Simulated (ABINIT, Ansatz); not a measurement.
# MgH2 (P4_2/mnm): G0W0 with ABINIT, start to end, part 3 of 3

Wanted: ground state, empty states, screening and self-energy for MgH2 (P4_2/mnm).

ABINIT 10.8.3; PBE and many-body steps on it, plane waves. Known limits of the many-body steps: not at the basis limit; coarse k mesh.

So far. Step 4 (Empty states on the mesh, 4×4×4 mesh, 415 bands): On this mesh the gap is 3.895 eV. Step 5 (Screening, 4×4×4 mesh, 407 bands, screening to 272.1 eV): Local fields lower ε∞ by 10 %. On a Γ-centred mesh this coarse the value itself is usually too large, while a short band sum pulls it down.

## Step 6: Self-energy, 4×4×4 mesh, 407 bands, screening to 272.1 eV

The self-energy is evaluated for the states that the input lists, and the levels follow from it, in one-shot runs by the linearised quasiparticle equation.

This step: G0W0 on PBE, plane waves, norm-conserving pseudopotentials.

File run.abi:

```
acell 3*1.0 Angstrom
rprim 
  4.516800000000 0.000000000000 0.000000000000
  0.000000000000 4.516800000000 0.000000000000
  0.000000000000 0.000000000000 3.020500000000
ntypat 2
znucl 12 1
natom 6
typat 1 1 2 2 2 2
xred 
  0.000000000000 0.000000000000 0.000000000000
  0.500000000000 0.500000000000 0.500000000000
  0.306000000000 0.306000000000 0.000000000000
  0.194000000000 0.806000000000 0.500000000000
  0.694000000000 0.694000000000 0.000000000000
  0.806000000000 0.194000000000 0.500000000000
pp_dirpath "pseudos"
pseudos "Mg.upf, H.upf"
ecut 38
ngkpt 4 4 4
nshiftk 1
shiftk 0 0 0
kptopt 1
chksymbreak 0
istwfk *1
occopt 1
irdwfk 1
optdriver 4
nband 407
gwcalctyp 0
ecutsigx 38
symsigma 1
nkptgw 4
kptgw 
  0.2500000000 0.0000000000 0.0000000000
  0.5000000000 0.5000000000 0.5000000000
  0.2500000000 0.2500000000 0.5000000000
  0.0000000000 0.0000000000 0.0000000000
bdgw 
  11 14
  11 14
  11 14
  10 14
ecuteps 10
irdscr 1
ppmodel 1
indata_prefix "in"
outdata_prefix "out"
tmpdata_prefix "tmp"
```

The run is started by

```bash
$ OMP_NUM_THREADS=1 mpirun -n 8 abinit run.abi > log
```

Numbers of over 12 decimals in the logs are rounded to 6 here.

The program printed:

```text
.Version 10.8.3 of ABINIT. v10.8.2 released Aug 2026.

 Symmetries : space group P4_2/m n m (#136); Bravais tP (primitive tetrag.)
[... echo of the input left out ...]
== DATASET  1 ==================================================================
-   mpi_nproc: 8, omp_nthreads: 1 (-1 if OMP is not activated)

--- !DatasetInfo
iteration_state: {dtset: 1, }
dimensions: {natom: 6, nkpt: 18, mband: 407, nsppol: 1, nspinor: 1, nspden: 1, mpw: 4696, }
cutoff_energies: {ecut:  38.0, pawecutdg:  -1.0, }
electrons: {nelect:   2.40000000E+01, charge:   0.00000000E+00, occopt:   1.00000000E+00, tsmear:   1.00000000E-02, }

 SIGMA: Calculation of the GW corrections

 Based on a program developped by R.W. Godby, V. Olevano, G. Onida, and L. Reining.
 Incorporated in ABINIT by V. Olevano, G.-M. Rignanese, and M. Torrent.
.Using double precision arithmetic ; gwpc =  8

[... cell and pseudopotentials left out ...]
--------------------------------------------------------------------------------

 ==== K-mesh for the wavefunctions ====
 Number of points in the irreducible wedge :    18
[... list of points left out ...]
 Together with 16 symmetry operations and time-reversal symmetry
 yields    64 points in the full Brillouin Zone.

 ==== Q-mesh for screening function ====
 Number of points in the irreducible wedge :    18
[... list of points left out ...]
 Together with 16 symmetry operations and time-reversal symmetry
 yields    64 points in the full Brillouin Zone.

 vcoul_init : cutoff-mode = AUXILIARY_FUNCTION
 q-points for optical limit:   1
     1)      0.000010    0.000020    0.000030
 setmesh: FFT mesh size selected  =    48x   48x   32
          total number of points  =        73728

 Number of electrons calculated from density =   24.0000; Expected =   24.0000
 average of density, n =  0.057713
 r_s =    1.6053
 omega_plasma =   23.1736 [eV]

 === KS Band Gaps ===
  >>>> For spin  1
   Minimum direct gap =   4.6658 [eV], located at k-point      :   0.2500  0.2500  0.5000
   Fundamental gap    =   3.8953 [eV], Top of valence bands at :   0.2500  0.0000  0.0000
                                       Bottom of conduction at :   0.5000  0.5000  0.5000
 SIGMA fundamental parameters:
 PLASMON POLE MODEL  1
 number of plane-waves for SigmaX                 4651
 number of plane-waves for SigmaC and W            617
 number of plane-waves for wavefunctions          4651
 number of bands                                   407
 number of independent spin polarizations            1
 number of spinorial components                      1
 number of k-points in IBZ                          18
 number of q-points in IBZ                          18
 number of symmetry operations                      16
 number of k-points in BZ                           64
 number of q-points in BZ                           64
 number of frequencies for dSigma/dE                 9
 frequency step for dSigma/dE [eV]                0.25
 number of omega for Sigma on real axis              0
 max omega for Sigma on real axis  [eV]           0.00
 zcut for avoiding poles [eV]                     0.10

 EPSILON^-1 parameters (SCR file):
 dimension of the eps^-1 matrix on file            617
 dimension of the eps^-1 matrix used               617
 number of plane-waves for wavefunctions          4651
 number of bands                                   407
 number of q-points in IBZ                          18
 number of frequencies                               2
 number of real frequencies                          1
 number of imag frequencies                          1

 matrix elements of self-energy operator (all in [eV])

 Perturbative Calculation

--- !SelfEnergy_ee
iteration_state: {dtset: 1, }
kpoint     : [   0.250,    0.000,    0.000, ]
spin       : 1
KS_gap     :    4.798
QP_gap     :    6.834
Delta_QP_KS:    2.036
data: !SigmaeeData |
     Band     E0 <VxcDFT>   SigX SigC(E0)      Z dSigC/dE  Sig(E)    E-E0       E
       11  -0.710 -11.185 -15.060   1.857   0.774  -0.292 -12.748  -1.563  -2.272
       12   0.402 -11.630 -15.054   1.504   0.781  -0.280 -13.130  -1.500  -1.098
       13   5.200  -8.565  -4.388  -3.524   0.822  -0.216  -8.028   0.537   5.736
       14   6.926  -8.266  -3.848  -3.781   0.815  -0.227  -7.747   0.519   7.445

--- !SelfEnergy_ee
iteration_state: {dtset: 1, }
kpoint     : [   0.500,    0.500,    0.500, ]
spin       : 1
KS_gap     :    4.769
QP_gap     :    6.955
Delta_QP_KS:    2.186
data: !SigmaeeData |
     Band     E0 <VxcDFT>   SigX SigC(E0)      Z dSigC/dE  Sig(E)    E-E0       E
       11  -0.472 -11.049 -14.865   1.784   0.776  -0.288 -12.627  -1.578  -2.050
       12  -0.472 -11.049 -14.865   1.784   0.776  -0.288 -12.627  -1.578  -2.050
       13   4.297  -9.156  -4.892  -3.523   0.821  -0.218  -8.548   0.608   4.905
       14   4.297  -9.156  -4.892  -3.523   0.821  -0.218  -8.548   0.608   4.905

--- !SelfEnergy_ee
iteration_state: {dtset: 1, }
kpoint     : [   0.250,    0.250,    0.500, ]
spin       : 1
KS_gap     :    4.666
QP_gap     :    6.802
Delta_QP_KS:    2.137
data: !SigmaeeData |
     Band     E0 <VxcDFT>   SigX SigC(E0)      Z dSigC/dE  Sig(E)    E-E0       E
       11  -0.299 -11.323 -15.000   1.700   0.777  -0.288 -12.859  -1.536  -1.835
       12  -0.085 -11.305 -14.980   1.682   0.779  -0.284 -12.857  -1.552  -1.637
       13   4.581  -8.889  -4.604  -3.572   0.821  -0.219  -8.304   0.585   5.165
       14   5.473  -7.761  -3.477  -3.636   0.821  -0.217  -7.229   0.532   6.005

--- !SelfEnergy_ee
iteration_state: {dtset: 1, }
kpoint     : [   0.000,    0.000,    0.000, ]
spin       : 1
KS_gap     :    5.246
QP_gap     :    7.061
Delta_QP_KS:    1.815
data: !SigmaeeData |
     Band     E0 <VxcDFT>   SigX SigC(E0)      Z dSigC/dE  Sig(E)    E-E0       E
       10  -0.978 -11.110 -15.093   1.941   0.772  -0.295 -12.687  -1.577  -2.554
       11  -0.978 -11.110 -15.093   1.941   0.772  -0.295 -12.687  -1.577  -2.554
       12  -0.039 -11.484 -14.821   1.483   0.780  -0.283 -12.929  -1.445  -1.484
       13   5.207  -6.816  -2.910  -3.461   0.829  -0.206  -6.447   0.370   5.577
       14   5.547  -9.978  -5.729  -3.549   0.813  -0.230  -9.409   0.568   6.116

== END DATASET(S) ==============================================================
================================================================================

 -outvars: echo values of variables after computation  --------
           etotal      0.0000000000E+00
            nband         407
             nkpt          18
          spgroup         136
 [... the other variables as echoed above ...]

 Calculation completed.
```

Elapsed: 6.4 min, on 8 MPI ranks of Arm Neoverse V1, shared host; peak memory 8 GiB; 51 min of CPU time.

This step gave:

- G0W0 gap on the mesh: 6.003 eV
- starting gap on the mesh: 3.895 eV
- k of the valence top: 0.25, 0, 0
- k of the conduction bottom: 0.5, 0.5, 0.5
- Z at the valence top: 0.781
- Z at the conduction bottom: 0.821
- least direct G0W0 gap on the computed points: 6.802 eV

The gap on the mesh goes from 3.90 eV to 6.00 eV, a correction of +2.11 eV.

Limits: finite bands, cutoff and mesh; coarse k mesh. v1 is the top filled band, c1 the lowest empty one. Levels before and after the correction, in eV, zero at the valence-band top of each column:

```
           conduction bottom  valence top
Kohn-Sham               3.90         0.00
     G0W0               6.00         0.00
```

```
                         level  energy (eV)
Kohn-Sham        (0.25 0 0) v2       -1.111
Kohn-Sham        (0.25 0 0) v1        0.000
Kohn-Sham        (0.25 0 0) c1        4.798
Kohn-Sham        (0.25 0 0) c2        6.524
Kohn-Sham  (0.5 0.5 0.5) v2-v1       -0.874
Kohn-Sham  (0.5 0.5 0.5) c1-c2        3.895
     G0W0        (0.25 0 0) v2       -1.174
     G0W0        (0.25 0 0) v1        0.000
     G0W0        (0.25 0 0) c1        6.834
     G0W0        (0.25 0 0) c2        8.543
     G0W0  (0.5 0.5 0.5) v2-v1       -0.952
     G0W0  (0.5 0.5 0.5) c1-c2        6.003
```

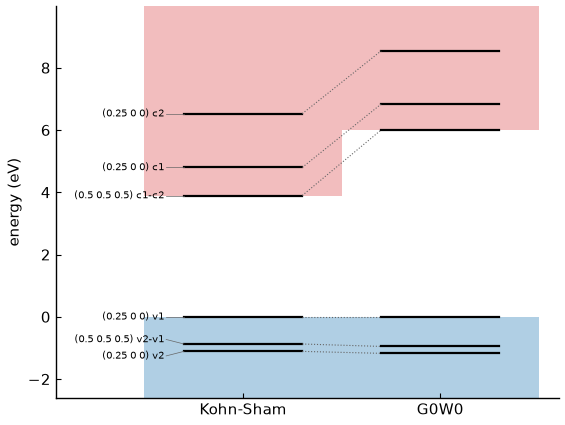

Levels before and after the correction. Shaded: valence and conduction bands.

## Step 7: Where the time went

Times are wall times on 8 MPI ranks of Arm Neoverse V1, shared host, good to a factor of about two.

```
                          step     time  share  memory (GiB)
                  ground state    7.6 s    1 %          0.57
bands along the symmetry lines    9.5 s    1 %          0.57
      empty states on the mesh  3.3 min   16 %           9.8
                     screening   11 min   51 %           5.8
                   self-energy  6.4 min   31 %           8.0
```

## Step 8: Summary of results

| Property | Result |
| --- | --- |
| PBE gap | 3.76 eV, indirect |
| G0W0 gap on the mesh | 6.00 eV |
| G0W0 gap over the zone (rigid shift) | 5.86 eV |
| GW settings | 4×4×4 mesh, 407 bands, screening to 272.1 eV, Godby-Needs plasmon pole |
| known limits | not at the basis limit; coarse k mesh |

**Reading.** G0W0 moves the gap on the mesh from 3.90 eV to 6.00 eV (+2.11 eV), with Z of 0.78 and 0.82 at the edges. The mesh misses the band edges by 0.14 eV in all; a rigid shift gives 5.86 eV for the zone. Local fields lower the RPA ε∞ on this mesh from 4.06 to 3.67; a Γ-centred mesh this coarse tends to raise both, most where the direct gap is narrow, while a short band sum lowers them. The dearest step here is «screening». Against experiment, by G0W0@PBE: the gap of 5.86 eV lies +0.26 eV from the measured 5.6 ± 0.1 eV (optical, 300 K, 2003). An exciton line or allowed optical edge lies below the quasiparticle gap by the binding energy; a forbidden edge can push the onset above it. The calculation has static nuclei and no excitons; a measured gap holds zero-point and thermal motion, which mostly lowers it. Bands and cutoff are finite, so the gap is not at the basis limit. The miss can reach some tenths of an eV and take either sign; the mesh is an error of its own. A denser mesh or path gives a starting gap of 3.76 eV: the GW mesh misses a band edge, so its gaps are not the fundamental one. The 4×4×4 mesh is coarse for this cell, which bears on the long-range parts of exchange and screening.

[Paths, hosts, dates, memory and timing lines, banners, echoed tables and standing remarks are left out of the program output.]

[Logs are printed without paths, hosts, clocks, repeated set-up lines and the standing remarks that a program may print on its own settings, such as how far it seeks lower states.]

[Runs of the session that timed out or met a known fault of the program may be left out.]

[Hosts, paths, dates, database ids (printed as entryN), source tags and the programs' standing remarks are cut or masked in the printed files.]

[G0W0 gaps are taken among the corrected bands and points alone; a level outside them can change the order at an edge.]

[Where Ansatz stands beside ABINIT at settings called matched, ABINIT's density can come from a denser mesh and the files from another edition; pairs whose starting gaps differed by over 0.03 eV were left out, so agreement reads better than it is.]
